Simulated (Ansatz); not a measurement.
Consider C5H2BrN3 (SMILES N#Cc1cncnc1Br).

The calculation's input:

```
basis:
  gaussian: {orbitals: def2-SVPD}
crystal:
  periodic: [false, false, false]
  atoms:
    - {symbol: C, position_ang: [-1.792788, 2.254459, -1.111368]}
    - {symbol: C, position_ang: [-0.499644, 1.655192, -1.070344]}
    - {symbol: C, position_ang: [-0.102147, 0.723790, -2.041266]}
    - {symbol: C, position_ang: [1.908321, 0.501118, -1.043601]}
    - {symbol: C, position_ang: [0.459896, 1.940962, -0.078307]}
    - {symbol: Br, position_ang: [0.066218, 3.168494, 1.284391]}
    - {symbol: "N", position_ang: [-2.851930, 2.720272, -1.177618]}
    - {symbol: N, position_ang: [1.092042, 0.149839, -2.030162]}
    - {symbol: N, position_ang: [1.641534, 1.370050, -0.071176]}
    - {symbol: H, position_ang: [-0.793541, 0.450045, -2.845589]}
    - {symbol: H, position_ang: [2.898887, 0.033465, -1.023087]}
hamiltonian: {xc: pbe0}
output: {forces: true, orbitals: {seedname: orbitals}}
```

Command:

```sh
ansatz run input.yaml --threads 2 --pin off --max-ram 5220MiB --events-out events.jsonl --progress --plain --runs-dir runs
```

Geometry: PBE0-D3(BJ)/def2-SVP.

These are results of isolated molecule in a Gaussian basis; Kohn-Sham density functional theory, functional PBE0 in Ansatz, not measurements.

### What will maps of the electron density and electron localisation function show?

C–N (1.16 Å): the density is about 3.5 e/Å³ at the midpoint; the ELF peaks at about 0.85 between the atoms: a multiple bond.
C–C (1.40 Å): the density is about 2 e/Å³ at the midpoint; the ELF peaks at about 0.95 between the atoms; a covalent bond.
C–Br (1.88 Å): ρ is about 1.2 e/Å³ halfway; the ELF peaks at about 0.90 between the atoms, as expected for a covalent bond.
C–H (1.10 Å): ρ at the midpoint is about 2 e/Å³; the ELF climbs to about 1 towards the hydrogen, as it does in any bond to H; an ordinary covalent bond to hydrogen.

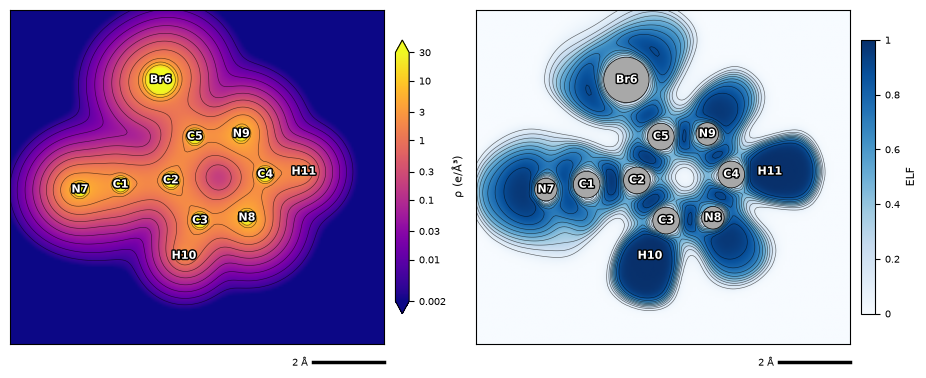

Computed electron density and electron localisation function on the molecular plane, in this order. Grey discs cover the atomic cores in the ELF map. 
